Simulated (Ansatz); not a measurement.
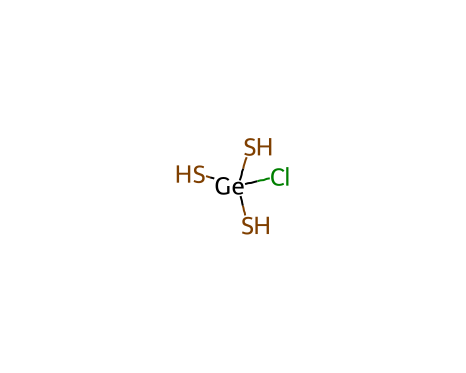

Question: Give its SMILES.

Answer: [SH][Ge]([SH])([SH])[Cl]

Question: What is the molecular formula?

Answer: ClGeH3S3.

More results for the same structure follow; atom numbers are the same in all pictures, views and colours differ. The computed structure is the end point of a PBE0-D4/def2-TZVP optimisation.

**Vibrations**

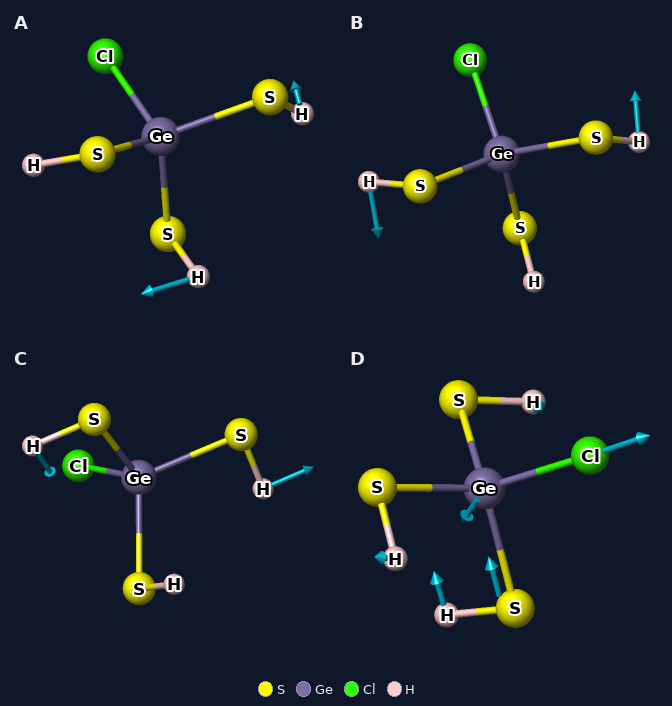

4 normal modes of one molecule or complex, as arrows. Harmonic vibrations computed with RKS PBE0-D4/def2-TZVP (Ansatz 0.2.0) at a stationary point of the same level.

Question: Match the panels to the wavenumbers 77 cm⁻¹, 242 cm⁻¹, 423 cm⁻¹, 717 cm⁻¹.

Answer: A: 242 cm⁻¹, a torsion or out-of-plane motion in which bond lengths and bond angles hardly change
B: 77 cm⁻¹, a torsion or out-of-plane motion in which bond lengths and bond angles hardly change
C: 717 cm⁻¹, Ge–S–H bending
D: 423 cm⁻¹

**Levels of theory compared**

Program: Ansatz 0.2.0.

Tabulate HOMO–LUMO gap (eV) at these levels: B3LYP-D4/def2-TZVPP; B97M-V/def2-TZVPP; BHLYP-D4/def2-TZVPP; PBE-D4/def2-TZVPP; PBE0-D4/def2-SVP; PBE0-D4/def2-TZVPP; r2SCAN0-D4/def2-TZVPP; r2SCANh-D4/def2-TZVPP; revPBE-D4/def2-TZVPP; ωB97M-V/def2-QZVPP.

```
                level  HOMO–LUMO gap (eV)
  B3LYP-D4/def2-TZVPP                5.58
    B97M-V/def2-TZVPP                4.64
  BHLYP-D4/def2-TZVPP                8.21
    PBE-D4/def2-TZVPP                3.95
     PBE0-D4/def2-SVP                6.34
   PBE0-D4/def2-TZVPP                6.12
r2SCAN0-D4/def2-TZVPP                6.42
r2SCANh-D4/def2-TZVPP                5.24
 revPBE-D4/def2-TZVPP                4.00
   ωB97M-V/def2-QZVPP               10.17
```

**Dipole moment**

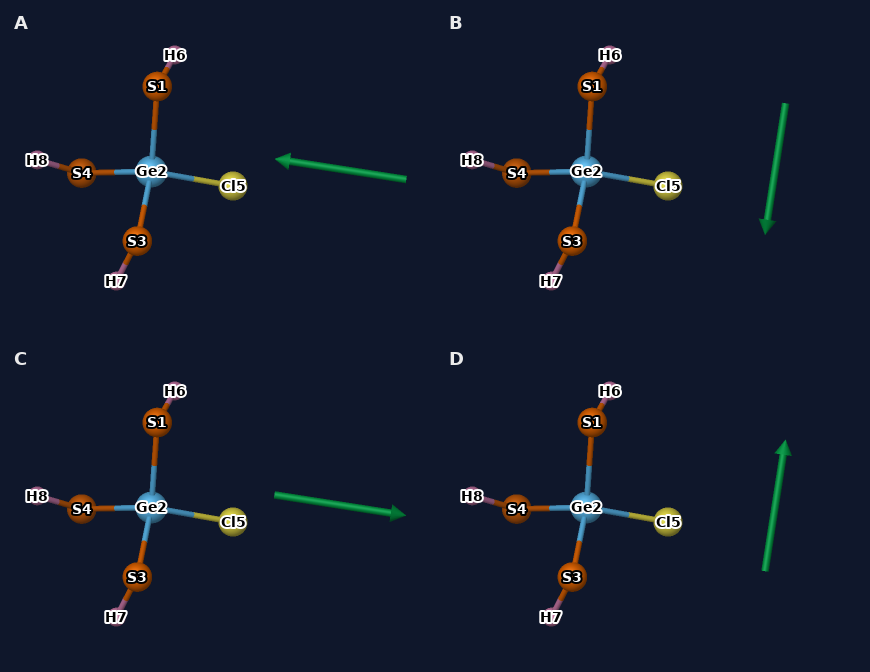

The same molecule four times, each with an arrow. Properties computed with RKS PBE-D4/def2-TZVPP (Ansatz 0.2.0).

Question: Which arrow points along the dipole moment, from the negative to the positive end?

Answer: A. The dipole moment is 1.44 D; it points from the side of Cl5 to the side of H8 (the outermost atoms at the two ends).

**Charges**

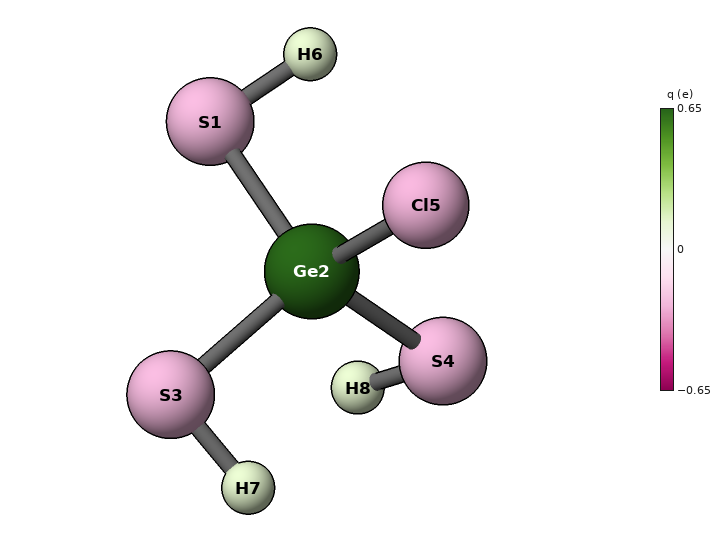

Atoms are coloured by their Mulliken charges. Method: RKS PBE-D4/def2-TZVPP (Ansatz 0.2.0).

Question: Which atom carries the highest charge (most positive or least negative)?

Answer: Ge2 (0.63 e).

Question: And the lowest?

Answer: Cl5 (−0.27 e).

Give the Mulliken charges atom by atom.

| atom | value (e) |
| --- | --- |
| S1 | −0.26 |
| Ge2 | 0.63 |
| S3 | −0.26 |
| S4 | −0.26 |
| Cl5 | −0.27 |
| H6 | 0.13 |
| H7 | 0.13 |
| H8 | 0.13 |

Mulliken values depend strongly on the basis set and can even reverse the polarity of a bond.
